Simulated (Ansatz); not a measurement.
**BH2I (SMILES [H]B([H])I): the energy, rung by rung**

BH2I: 4 atoms, total charge 0, spin state singlet. As SMILES, `[H]B([H])I`. The coordinates come from a GFN2-xTB relaxation.

```xyz
4

B     0.1203    0.2004    0.0092
H     1.2856    0.1646    0.0405
H    -0.4568    1.2139    0.0077
I    -0.9490   -1.5789   -0.0574
```

Quantity: the energy change with the B1–H3 bond stretched from 1.166 to 2.916 Å, in eV. The values are calculated.

| level | kind | program | value (eV) |
| --- | --- | --- | --- |
| HF/STO-3G (restricted) | Hartree–Fock | Ansatz | 9.79 |
| SVWN5/STO-3G (restricted) | LDA | Ansatz | 7.14 |
| BLYP/STO-3G (restricted) | GGA | Ansatz | 6.65 |
| PBE0/STO-3G (restricted) | global hybrid | Ansatz | 7.69 |
| CAM-B3LYP/STO-3G (restricted) | range-separated hybrid | Ansatz | 8.03 |
| wB97X/STO-3G (restricted) | range-separated hybrid | Ansatz | 8.29 |
| B2PLYP/STO-3G (restricted) | double hybrid | Ansatz | 7.19 |
| RPA@PBE/STO-3G (restricted) | RPA | Ansatz | 6.29 |
| BCCD(T)/STO-3G (restricted) | coupled cluster or CI | Ansatz | 5.35 |
| CCSDTQ/STO-3G (restricted) | coupled cluster or CI | Ansatz | 5.36 |

All-electron rows without a relativistic Hamiltonian named are non-relativistic. The first shape isn't each level's own minimum. The values span 5.35 to 9.79 eV. All rows use very small basis sets, so even the best lies far from the true value. In the correlated wave-function rows the outer d shell of I is correlated, in sets not made for it.

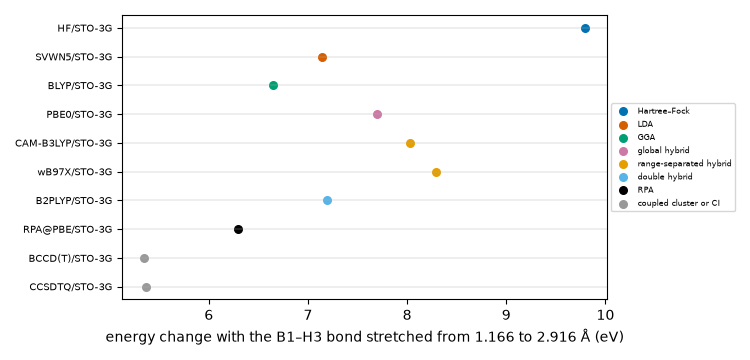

The values of the table, level by level.
